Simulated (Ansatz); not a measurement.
Nudged elastic band, with input and output: CH₂NaO (charge −1)

CH₂NaO, charge −1, set up with UKS PBE0-D4/def2-SVP (Ansatz 0.2.0).

One setting was made poor on purpose. It belongs to a series of runs on one base structure; here: an input spoilt on purpose.

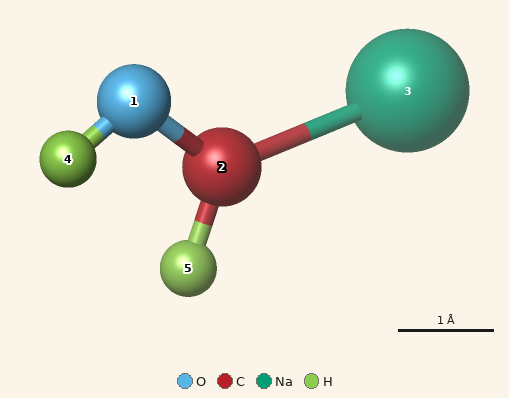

Figure 1. The starting structure (ball-and-stick view, seen at a tilt; atoms are numbered from 1 in the order of the input). Sticks mark near contacts. Bond lengths as drawn: C–H 1.13 Å, C–Na 2.36 Å, C–O 1.41 Å and H–O 0.96 Å.

**The input**
```yaml
crystal:
  periodic: [false, false, false]
  atoms:
    - { symbol: O, position_ang: [-0.011522, -0.660115, 0.939579] }
    - { symbol: C, position_ang: [-0.014375, 0.178516, -0.193296] }
    - { symbol: Na, position_ang: [-0.83871, 2.377721, -0.419276] }
    - { symbol: H, position_ang: [0.396655, -1.501683, 0.70895] }
    - { symbol: H, position_ang: [0.467952, -0.394439, -1.035958] }
total_charge: -1
magnetization:
  spin_polarized: true
basis:
  gaussian: { orbitals: def2-SVP }
hamiltonian:
  xc: pbe0
  dispersion: d4
neb:
  order_check: false
  images: 0
  f_tol: 0.03
  max_iterations: 8
  final_atoms:
    - { symbol: O, position_ang: [0.47357596, -0.54388975, 0.18408807] }
    - { symbol: C, position_ang: [0.29363751, -2.14157324, -0.09929893] }
    - { symbol: Na, position_ang: [-0.98097672, 2.83448345, -0.17753357] }
    - { symbol: H, position_ang: [-0.25112247, -0.15491499, 0.72565896] }
    - { symbol: H, position_ang: [0.46488572, 0.00589454, -0.63291553] }
  initial_path:
    images:
      - { positions_ang: [[-0.011522, -0.660115, 0.939579], [-0.014375, 0.178516, -0.193296], [-0.83871, 2.377721, -0.419276], [0.396655, -1.501683, 0.70895], [0.467952, -0.394439, -1.035958]] }
      - { positions_ang: [[-0.02894375, -0.68153045, 0.87250125], [0.18206208, 0.2370452, -0.10396454], [-0.86073416, 2.31156356, -0.49711032], [0.38465716, -1.5146548, 0.62735468], [0.32295867, -0.3524235, -0.89878207]] }
      - { positions_ang: [[-0.04636551, -0.70294591, 0.8054235], [0.37849916, 0.29557441, -0.01463309], [-0.88275831, 2.24540612, -0.57494463], [0.37265932, -1.52762661, 0.54575936], [0.17796535, -0.31040801, -0.76160613]] }
      - { positions_ang: [[-0.06378726, -0.72436136, 0.73834574], [0.57493623, 0.35410361, 0.07469837], [-0.90478247, 2.17924868, -0.65277895], [0.36066147, -1.54059841, 0.46416403], [0.03297202, -0.26839251, -0.6244302]] }
      - { positions_ang: [[-0.08120902, -0.74577681, 0.67126799], [0.77137331, 0.41263281, 0.16402983], [-0.92680662, 2.11309123, -0.73061326], [0.34866363, -1.55357022, 0.38256871], [-0.1120213, -0.22637702, -0.48725426]] }
      - { positions_ang: [[0.05748723, -0.69530505, 0.54947301], [0.65193936, -0.2259187, 0.09819764], [-0.94034915, 2.29343929, -0.59234334], [0.1987171, -1.20390641, 0.46834128], [0.03220545, -0.16830913, -0.52366958]] }
      - { positions_ang: [[0.19618347, -0.64483328, 0.42767803], [0.53250541, -0.86447021, 0.03236545], [-0.95389167, 2.47378734, -0.45407342], [0.04877058, -0.85424261, 0.55411384], [0.17643221, -0.11024124, -0.5600849]] }
      - { positions_ang: [[0.33487972, -0.59436152, 0.30588305], [0.41307146, -1.50302172, -0.03346674], [-0.96743419, 2.65413539, -0.3158035], [-0.10117595, -0.5045788, 0.6398864], [0.32065896, -0.05217335, -0.59650021]] }
      - { positions_ang: [[0.47357596, -0.54388975, 0.18408807], [0.29363751, -2.14157324, -0.09929893], [-0.98097672, 2.83448345, -0.17753357], [-0.25112247, -0.15491499, 0.72565896], [0.46488572, 0.00589454, -0.63291553]] }
```

Machine: 1 thread of Intel Xeon @ 2.60GHz (Ice Lake), 24 GiB of memory available, shared host.

Run as:
```bash
ansatz run input.yaml --threads 1 --pin off --max-ram 2048MiB --backend cpu --events-out ev --progress --plain --runs-dir out
```

**Log**
```
Error: 2 input errors — fix all and re-run
  1. invalid value for `neb.images`: must be ≥ 1; got 0
  2. invalid value for `neb.initial_path`: its number of entries is 9 where neb.images is 0 — a listed band holds both endpoints and every movable image in path order, neb.images + 2 = 2 entries, and is never re-spaced: set neb.images to 7, or list 2 entries
```

**Outcome**

```tsv
quantity	value
outcome	refused by the program
```

**Diagnosis**

The program refused the input: “2 input errors — fix all and re-run 1. invalid value for `neb.images`: must be ≥ 1; got 0 2 …” A deliberately poor setting: bad input.
